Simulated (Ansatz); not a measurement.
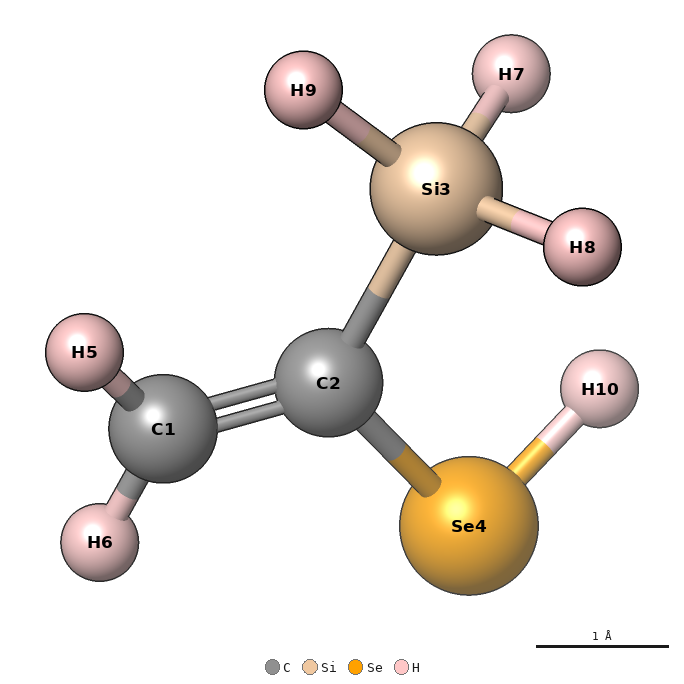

Orthographic view. Atoms fade into the background with distance from the viewer. The geometry was computed by an optimisation with PBE0-D4/def2-TZVP. No frequency run is at hand to confirm it as a minimum.

Write a MOL file (V2000) with the atoms in numerical order, bonds sorted by atom number with the orders drawn, and coordinates in the frame of the picture: x right, y up, z towards the viewer, origin at the mean position.

```
C2H6SeSi
                    3D

 10  9  0  0  0  0  0  0  0  0999 V2000
   -1.4800   -0.8100    0.0400 C   0  0  0  0  0  0  0  0  0  0  0  0
   -0.2200   -0.4600   -0.2200 C   0  0  0  0  0  0  0  0  0  0  0  0
    0.6000    1.0100    0.5700 Si  0  0  0  0  0  4  0  0  0  0  0  0
    0.8500   -1.5500   -1.3700 Se  0  0  0  0  0  2  0  0  0  0  0  0
   -2.0800   -0.2300    0.7400 H   0  0  0  0  0  0  0  0  0  0  0  0
   -1.9600   -1.6800   -0.4100 H   0  0  0  0  0  0  0  0  0  0  0  0
    1.1700    1.8900   -0.4900 H   0  0  0  0  0  0  0  0  0  0  0  0
    1.7100    0.5700    1.4500 H   0  0  0  0  0  0  0  0  0  0  0  0
   -0.4100    1.7600    1.3600 H   0  0  0  0  0  0  0  0  0  0  0  0
    1.8400   -0.5100   -1.6700 H   0  0  0  0  0  0  0  0  0  0  0  0
  1  2  2  0
  1  5  1  0
  1  6  1  0
  2  3  1  0
  2  4  1  0
  3  7  1  0
  3  8  1  0
  3  9  1  0
  4 10  1  0
M  END
```
